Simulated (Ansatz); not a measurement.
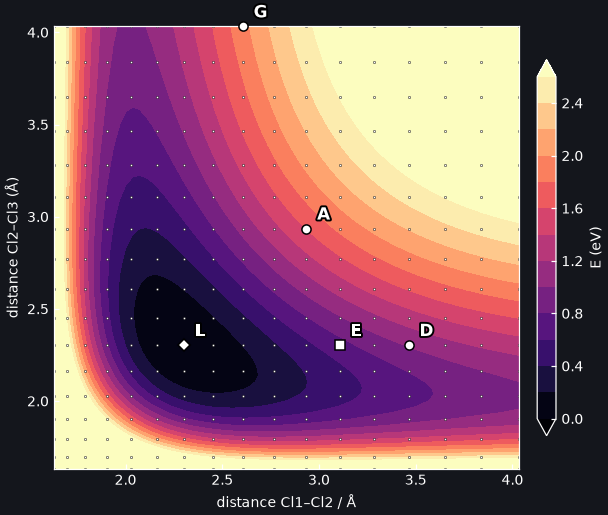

The system Cl⁻ + Cl₂. First axis: distance Cl1–Cl2. Second axis: distance Cl2–Cl3. Nothing is relaxed (the angle Cl1–Cl2–Cl3 is fixed at 180 degrees). Grid: 17 × 17 points; 153 points were computed and 136 follow by symmetry. Points are written as (first, second). All energies are given in eV relative to the lowest grid point. The reference is spin-restricted, so regions where a bond is pulled apart into radicals lie too high. Theory: RKS PBE0-D4/def2-TZVPD (Ansatz 0.2.0).

The picture shows filled contours, dots at the grid points, one colour for all values above the top of the scale, lettered points. Between grid points the surface is interpolated.

**Is G the lowest point of the computed grid?**

No. G lies 1.93 eV above the lowest grid point, which is at (2.303 Å, 2.303 Å).

**What kind of point is each of A, D, E, L: minimum, saddle, maximum or slope?**

A: on a slope; D: on a slope; E: on a slope; L: minimum. (In these two coordinates alone; a stationary point may lie a little off the grid point.)

**Rank the lettered points by energy, lowest first.**

L (0.00 eV), E (0.73 eV), D (1.01 eV), A (1.60 eV), G (1.93 eV).
